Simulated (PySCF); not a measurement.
# CH5FSeSi (SMILES C[SiH](F)[SeH]): levels of theory compared

Wanted: a comparison of 6 runs (HF/STO-3G, HF/def2-SVP, B3LYP/6-31G*, PBE0/def2-SVP, PBE/def2-TZVP, MP2/aug-cc-pVDZ) of CH5FSeSi. The job is set up through a Python script.

The calculation is run with PySCF 2.14.0.

## 1. The molecule

CH5FSeSi has 9 atoms, charge 0, and is taken as a singlet. SMILES: `C[SiH](F)[SeH]`. Geometry: relaxed at PBE0-D4/def2-TZVP. This is one conformer, not always the lowest.

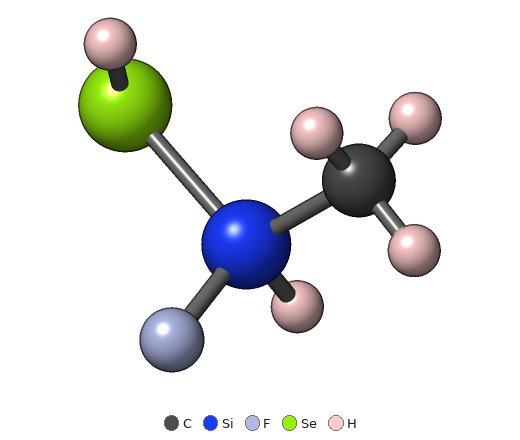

Viewed from a chosen angle; carbon dark grey, silicon blue, fluorine light blue, selenium green, hydrogen pink.

## 2. Energy and forces at HF/STO-3G (run 1)

Contents of input.xyz:

```xyz
9
CH5FSeSi
C      0.022000     0.604500    -1.003100
Si     0.411300    -0.676600     0.276000
F      1.817000    -0.289700     0.939300
Se    -1.205500    -0.851300     1.856100
H     -0.903300     0.352100    -1.524800
H     -0.099000     1.587900    -0.543200
H      0.832300     0.665800    -1.734200
H      0.547800    -2.045000    -0.275300
H     -1.334100     0.606100     1.992200
```

Contents of run.py:

```python
from pyscf import gto

system = gto.M(
    atom='input.xyz',
    verbose=3,
    max_memory=1860,
    basis='sto-3g',
    charge=0,
)

mf = system.RHF()
mf.conv_tol = 1e-10
mf.kernel()
if not mf.converged:
    mf = mf.newton().run(mf.mo_coeff, mf.mo_occ)

etot = mf.e_tot
print('Final energy', etot)
grad = mf.nuc_grad_method().kernel()
mf.analyze()
```

Launch:

```
$ OMP_NUM_THREADS=1 python run.py
```

The program printed:

```text
converged SCF energy = -2797.57968150675
Final energy -2797.5796815067547
--------------- RHF gradients ---------------
         x                y                z
0 C     0.0043225286    -0.0041404838     0.0055450827
1 Si     0.0048552321     0.0405549103     0.0095984205
2 F    -0.0107847949    -0.0039973795    -0.0074354535
3 Se    -0.0018641940    -0.0241548446     0.0019385100
4 H    -0.0080292981    -0.0042647123    -0.0021918068
5 H    -0.0007187656     0.0073234776     0.0056903054
6 H     0.0081964530    -0.0004283442    -0.0051977408
7 H     0.0027012826    -0.0291951251    -0.0064793075
8 H     0.0013215564     0.0183025017    -0.0014680102
----------------------------------------------
**** MO energy ****
MO #1   energy= -455.568875111166  occ= 2
MO #2   energy= -68.0583954603149  occ= 2
MO #3   energy= -58.7347698045493  occ= 2
MO #4   energy= -53.4493653025191  occ= 2
MO #5   energy= -53.448616119739   occ= 2
MO #6   energy= -53.4471389886668  occ= 2
MO #7   energy= -25.8434845120609  occ= 2
MO #8   energy= -11.0166922582482  occ= 2
MO #9   energy= -8.20250271267194  occ= 2
MO #10  energy= -6.04356563505857  occ= 2
MO #11  energy= -6.03941246492544  occ= 2
MO #12  energy= -6.03654546693158  occ= 2
MO #13  energy= -6.02989183842352  occ= 2
MO #14  energy= -4.06269765697012  occ= 2
MO #15  energy= -4.06192367923243  occ= 2
MO #16  energy= -4.06097541387255  occ= 2
MO #17  energy= -1.66221911249686  occ= 2
MO #18  energy= -1.66131749028203  occ= 2
MO #19  energy= -1.65196144353383  occ= 2
MO #20  energy= -1.64769316755851  occ= 2
MO #21  energy= -1.64593938883601  occ= 2
MO #22  energy= -1.45072181288527  occ= 2
MO #23  energy= -0.928730520152934 occ= 2
MO #24  energy= -0.817921838717155 occ= 2
MO #25  energy= -0.643067846223041 occ= 2
MO #26  energy= -0.55142594325637  occ= 2
MO #27  energy= -0.545075271941422 occ= 2
MO #28  energy= -0.501178016436961 occ= 2
MO #29  energy= -0.482211965767594 occ= 2
MO #30  energy= -0.462980686631943 occ= 2
MO #31  energy= -0.421186138466733 occ= 2
MO #32  energy= -0.388435339771984 occ= 2
MO #33  energy= -0.321144638636627 occ= 2
MO #34  energy= -0.267644873701687 occ= 2
MO #35  energy= 0.341304970715122  occ= 0
MO #36  energy= 0.433690416433167  occ= 0
MO #37  energy= 0.495971838838782  occ= 0
MO #38  energy= 0.50454732286236   occ= 0
MO #39  energy= 0.568675769628905  occ= 0
MO #40  energy= 0.709714331734288  occ= 0
MO #41  energy= 0.716737595036628  occ= 0
MO #42  energy= 0.732396014549042  occ= 0
 ** Mulliken atomic charges  **
charge of    0C =     -0.27370
charge of    1Si =      0.74247
charge of    2F =     -0.26607
charge of    3Se =     -0.14697
charge of    4H =      0.04107
charge of    5H =      0.03789
charge of    6H =      0.04141
charge of    7H =     -0.14460
charge of    8H =     -0.03150
Dipole moment(X, Y, Z, Debye):  0.25197,  1.15996, -1.79066
```

Wall time 2.9 s (1 thread of Intel Xeon at 2.70GHz, shared host); peak memory 0.12 GiB.

## 3. Energy and forces at HF/def2-SVP (run 2)

Contents of input.py:

```python
# C[SiH](F)[SeH]
from pyscf import gto

mol = gto.M(
    atom='''
C        0.022000       0.604500      -1.003100
Si       0.411300      -0.676600       0.276000
F        1.817000      -0.289700       0.939300
Se      -1.205500      -0.851300       1.856100
H       -0.903300       0.352100      -1.524800
H       -0.099000       1.587900      -0.543200
H        0.832300       0.665800      -1.734200
H        0.547800      -2.045000      -0.275300
H       -1.334100       0.606100       1.992200
''',
    charge=0,
    verbose=4,
    max_memory=1860,
    basis='def2-svp',
)

myscf = mol.RHF()
myscf.conv_tol = 1e-10
myscf.kernel()
if not myscf.converged:
    myscf = myscf.newton().run(myscf.mo_coeff, myscf.mo_occ)

etot = myscf.e_tot
print(f'total energy: {etot:.8f} hartree')
grad = myscf.nuc_grad_method().kernel()
myscf.analyze()
```

Launch:

```
$ OMP_NUM_THREADS=1 python input.py
```

The program printed:

```text
PySCF version 2.14.0

[... 65 lines left out ...]
converged SCF energy = -2828.59718512431
[... 23 lines left out ...]
MO #3   energy= -60.6169798252088  occ= 2
[... 9 lines left out ...]
MO #13  energy= -6.18651952305579  occ= 2
[... 9 lines left out ...]
MO #23  energy= -0.968231029482637 occ= 2
[... 9 lines left out ...]
MO #33  energy= -0.426893215943226 occ= 2
[... 9 lines left out ...]
MO #43  energy= 0.353015609462177  occ= 0
[... 9 lines left out ...]
MO #53  energy= 0.701057930349722  occ= 0
[... 9 lines left out ...]
MO #63  energy= 0.93349666881973   occ= 0
[... 9 lines left out ...]
MO #73  energy= 1.62126843616999   occ= 0
[... 9 lines left out ...]
MO #83  energy= 2.12364845732683   occ= 0
[... 9 lines left out ...]
MO #93  energy= 3.25651684097049   occ= 0
[... 9 lines left out ...]
MO #103 energy= 3.95595831545291   occ= 0
[... 76 lines left out ...]
pop of  3 Se 5dyz         0.00004
pop of  3 Se 5dz^2        0.00013
pop of  3 Se 5dxz         0.00004
pop of  3 Se 5dx2-y2      0.00034
pop of  4 H 1s            0.88162
pop of  4 H 2s            0.00757
pop of  4 H 2px           0.00121
pop of  4 H 2py           0.00010
pop of  4 H 2pz           0.00051
pop of  5 H 1s            0.88629
pop of  5 H 2s            0.00772
pop of  5 H 2px           0.00004
pop of  5 H 2py           0.00151
pop of  5 H 2pz           0.00021
pop of  6 H 1s            0.88280
pop of  6 H 2s            0.00786
pop of  6 H 2px           0.00081
pop of  6 H 2py           0.00008
pop of  6 H 2pz           0.00088
pop of  7 H 1s            1.14524
pop of  7 H 2s            0.00341
pop of  7 H 2px           0.00022
pop of  7 H 2py           0.00465
pop of  7 H 2pz           0.00077
pop of  8 H 1s            0.95355
pop of  8 H 2s            0.00543
pop of  8 H 2px           0.00045
pop of  8 H 2py           0.00509
pop of  8 H 2pz           0.00045
 ** Mulliken atomic charges  **
charge of    0C =     -0.53123
charge of    1Si =      1.09205
charge of    2F =     -0.54113
charge of    3Se =     -0.22123
charge of    4H =      0.10899
charge of    5H =      0.10423
charge of    6H =      0.10757
charge of    7H =     -0.15430
charge of    8H =      0.03504
Dipole moment(X, Y, Z, Debye): -0.86576,  0.99524, -1.73758
```

Wall time 22 s (1 thread of Intel Xeon at 2.70GHz, shared host); peak memory 0.23 GiB.

Runs 3 to 5 aren't shown in full; the table further down has their settings and results.

## 4. Energy and forces at MP2/aug-cc-pVDZ (run 6)

Contents of calc.py:

```python
# C[SiH](F)[SeH]
from pyscf import gto, mp

mol = gto.M(
    atom='''
C        0.022000       0.604500      -1.003100
Si       0.411300      -0.676600       0.276000
F        1.817000      -0.289700       0.939300
Se      -1.205500      -0.851300       1.856100
H       -0.903300       0.352100      -1.524800
H       -0.099000       1.587900      -0.543200
H        0.832300       0.665800      -1.734200
H        0.547800      -2.045000      -0.275300
H       -1.334100       0.606100       1.992200
''',
    max_memory=1860,
    charge=0,
    basis='aug-cc-pvdz',
    verbose=4,
)

myscf = mol.RHF()
myscf.conv_tol = 1e-10
myscf.kernel()
if not myscf.converged:
    myscf = myscf.newton().run(myscf.mo_coeff, myscf.mo_occ)

pt = mp.MP2(myscf, frozen=16).run()
etot = pt.e_tot
print('E = %.10f Eh' % etot)
grad = pt.nuc_grad_method().kernel()
myscf.analyze()
```

Launch:

```
$ OMP_NUM_THREADS=1 python calc.py
```

The program printed:

```text
PySCF version 2.14.0

[... 89 lines left out ...]
DFT Exchange-Correlation Energy =     -123.014833596918379
[... 15 lines left out ...]
MO #14  energy= -4.3017545457245   occ= 2
[... 13 lines left out ...]
MO #28  energy= -0.617031401272811 occ= 2
[... 13 lines left out ...]
MO #42  energy= 0.0893084419603616 occ= 0
[... 13 lines left out ...]
MO #56  energy= 0.241382061468927  occ= 0
[... 13 lines left out ...]
MO #70  energy= 0.442874179628183  occ= 0
[... 13 lines left out ...]
MO #84  energy= 0.597816000066144  occ= 0
[... 13 lines left out ...]
MO #98  energy= 0.907604974796357  occ= 0
[... 13 lines left out ...]
MO #112 energy= 1.21614846885822   occ= 0
[... 13 lines left out ...]
MO #126 energy= 1.79956278142061   occ= 0
[... 13 lines left out ...]
MO #140 energy= 2.2521480063221    occ= 0
[... 13 lines left out ...]
MO #154 energy= 5.11930414068808   occ= 0
[... 127 lines left out ...]
pop of  5 H 3py           0.00008
pop of  5 H 3pz           0.00074
pop of  6 H 1s            0.87650
pop of  6 H 2s            0.00398
pop of  6 H 3s            0.00146
pop of  6 H 2px           0.00108
pop of  6 H 2py           0.00026
pop of  6 H 2pz           0.00121
pop of  6 H 3px           0.00042
pop of  6 H 3py           0.00063
pop of  6 H 3pz           0.00023
pop of  7 H 1s            1.13795
pop of  7 H 2s            0.00335
pop of  7 H 3s            0.00040
pop of  7 H 2px           0.00071
pop of  7 H 2py           0.00382
pop of  7 H 2pz           0.00122
pop of  7 H 3px           0.00070
pop of  7 H 3py           0.00130
pop of  7 H 3pz           0.00093
pop of  8 H 1s            0.94344
pop of  8 H 2s            0.00418
pop of  8 H 3s            0.00114
pop of  8 H 2px           0.00122
pop of  8 H 2py           0.00427
pop of  8 H 2pz           0.00113
pop of  8 H 3px           0.00048
pop of  8 H 3py           0.00107
pop of  8 H 3pz           0.00038
 ** Mulliken atomic charges  **
charge of    0C =     -0.55591
charge of    1Si =      1.13040
charge of    2F =     -0.57905
charge of    3Se =     -0.22839
charge of    4H =      0.11582
charge of    5H =      0.11059
charge of    6H =      0.11423
charge of    7H =     -0.15039
charge of    8H =      0.04270
Dipole moment(X, Y, Z, Debye): -0.82166,  0.93127, -1.70905
```

Wall time 2.1 min (1 thread of Intel Xeon at 2.70GHz, shared host); peak memory 1.9 GiB.

## 5. Overview of the runs

```csv
run,level,integration grid,frozen core orbitals,energy (Eh),dipole moment (D) of the reference,HOMO energy (eV),LUMO energy (eV),wall time
1,HF/STO-3G,–,–,-2797.579682,2.15,-7.28,9.29,2.9 s
2,HF/def2-SVP,–,–,-2828.597185,2.18,-9.86,3.70,22 s
3,B3LYP/6-31G* (spherical functions),5,–,-2831.833482,2.10,-6.88,0.24,44 s
4,PBE0/def2-SVP,5,–,-2831.055602,2.05,-7.19,0.31,45 s
5,PBE/def2-TZVP,5,–,-2831.511989,1.88,-6.14,-0.86,2.5 min
6,MP2/aug-cc-pVDZ,–,16,-2829.687452,2.11,-9.87,0.91,2.1 min
```

## 6. What came out

| quantity | value |
| --- | --- |
| run 6: total energy | -2829.68745 Eh |
| run 6: dipole moment (Hartree–Fock density) | 2.11 D |
| run 6: HOMO energy (Hartree–Fock orbitals) | -9.87 eV |
| run 6: LUMO energy (Hartree–Fock orbitals) | 0.91 eV |
| run 6: HOMO–LUMO gap (Hartree–Fock orbitals) | 10.79 eV |
| run 6: correlation energy (16 core orbitals frozen) | -604.2 mEh |
| run 6: largest force on an atom | 1.866 eV/Å |

Over runs 1, 2, 3, 4, 5 the dipole moment (its size) runs from 1.88 D (PBE/def2-TZVP) to 2.18 D (HF/def2-SVP). The two ends differ in method and basis. Over runs 1, 2, 3, 4, 5 the HOMO–LUMO gap runs from 5.28 eV (PBE/def2-TZVP) to 16.57 eV (HF/STO-3G). Totals of different functionals can't be ranked against each other. In run 1 the basis is minimal, so the values are rough. All runs together took 6.5 min, the longest 2.5 min.
